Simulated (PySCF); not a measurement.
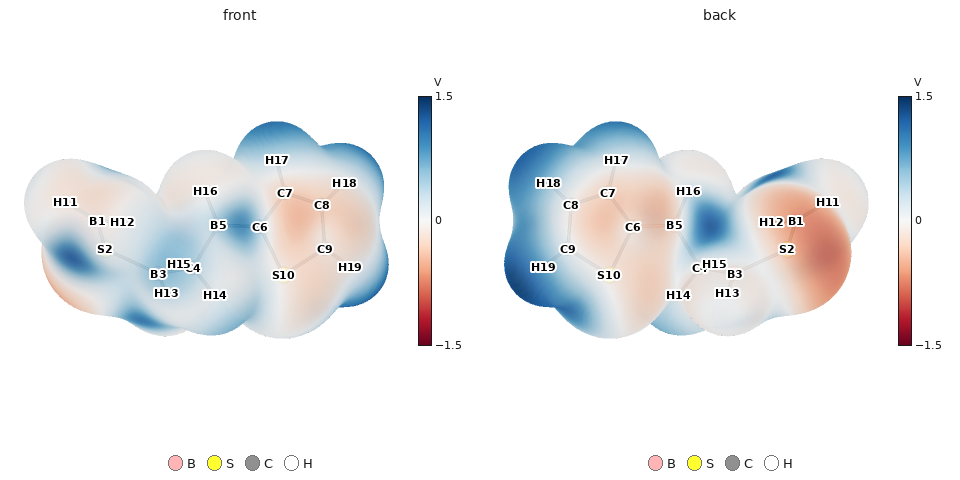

*C5H9B3S2. The molecular electrostatic potential painted on the density surface at 0.002 e/bohr³, seen from the front and from behind; red is negative and blue positive.*

Geometry: GFN2-xTB.

Theory: PBE0/pcSseg-1, SCF density, gas phase, non-relativistic (PySCF 2.14.0).

```yaml
atoms:
  - { symbol: B, position_ang: [-3.9723, -0.6535, 0.1965] }
  - { symbol: S, position_ang: [-2.9780, -1.0950, 1.5895] }
  - { symbol: B, position_ang: [-1.5264, -0.0285, 1.6580] }
  - { symbol: C, position_ang: [-1.1405, 1.0542, 0.5921] }
  - { symbol: B, position_ang: [-0.3279, 0.2898, -0.5302] }
  - { symbol: C, position_ang: [1.1950, 0.2300, -0.4934] }
  - { symbol: C, position_ang: [2.0443, -0.4276, -1.3581] }
  - { symbol: C, position_ang: [3.4065, -0.2957, -1.0503] }
  - { symbol: C, position_ang: [3.6099, 0.4713, 0.0588] }
  - { symbol: S, position_ang: [2.1462, 1.0353, 0.7343] }
  - { symbol: H, position_ang: [-4.9059, -1.3238, -0.0088] }
  - { symbol: H, position_ang: [-3.7306, 0.2705, -0.4733] }
  - { symbol: H, position_ang: [-0.8178, -0.2553, 2.5618] }
  - { symbol: H, position_ang: [-0.5253, 1.8242, 1.0571] }
  - { symbol: H, position_ang: [-2.0176, 1.5252, 0.1508] }
  - { symbol: H, position_ang: [-0.8924, -0.2708, -1.3924] }
  - { symbol: H, position_ang: [1.6778, -0.9942, -2.1961] }
  - { symbol: H, position_ang: [4.2018, -0.7440, -1.6191] }
  - { symbol: H, position_ang: [4.5432, 0.7369, 0.5155] }
```

**Describe the electrostatic potential map.**

The most negative region (about −0.8 V, or −18 kcal/mol for a unit charge) lies over S2, the most positive (about +1.4 V, or +32 kcal/mol for a unit charge) over H19.

**What dipole moment does the calculation give?**

Its dipole moment is 2.58 D.
